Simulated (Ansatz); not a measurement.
## Predicting a hybrid from its neighbours: C3H9BO3 (trimethyl borate)

C3H9BO3: 16 atoms, total charge 0, spin state singlet. As SMILES, `COB(OC)OC`. The coordinates come from a PBE0-D4/def2-TZVP relaxation.

The HOMO–LUMO gap y, in eV, basis 6-31G(d); a is the functional's share of exact exchange. Programs: Ansatz 0.2.0.

| functional | program | a | y (eV) |
| --- | --- | --- | --- |
| revPBE | Ansatz | 0 | 7.80 |
| r2SCAN | Ansatz | 0 | 8.58 |
| B3LYP | Ansatz | 0.2 | 9.91 |
| PBE0 | Ansatz | 0.25 | ? |
| BHLYP | Ansatz | 0.5 | 13.17 |

Q: Fit y = c + s·a to the known rows and predict PBE0.

A: 
1. Means of the 4 rows: a = 0.1750, y = 9.865.
2. Σ(Δa)² = 0.1675, Σ(Δa·Δy) = 1.6615, so the slope is 1.6615/0.1675 = 9.9194.
3. Intercept: 9.865 − (9.9194) × 0.1750 = 8.129. The largest residual of the fit is 0.45.
4. PBE0: 8.129 + (9.9194) × 0.25 = 10.61 eV.

The run gave 10.46 eV, so the prediction is off by +0.15 eV, within the largest residual. Exact exchange lowers occupied levels and raises empty ones. The rows mix families of semi-local functionals, which the line can't see.

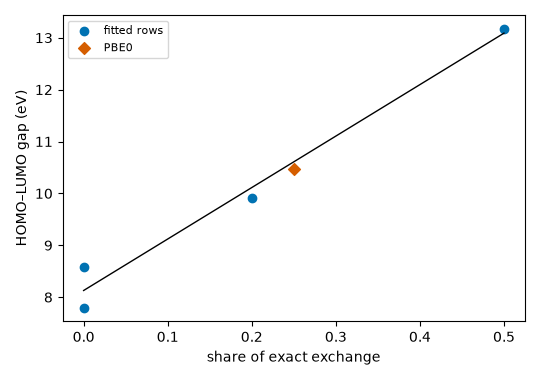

The fitted line, with the withheld row.
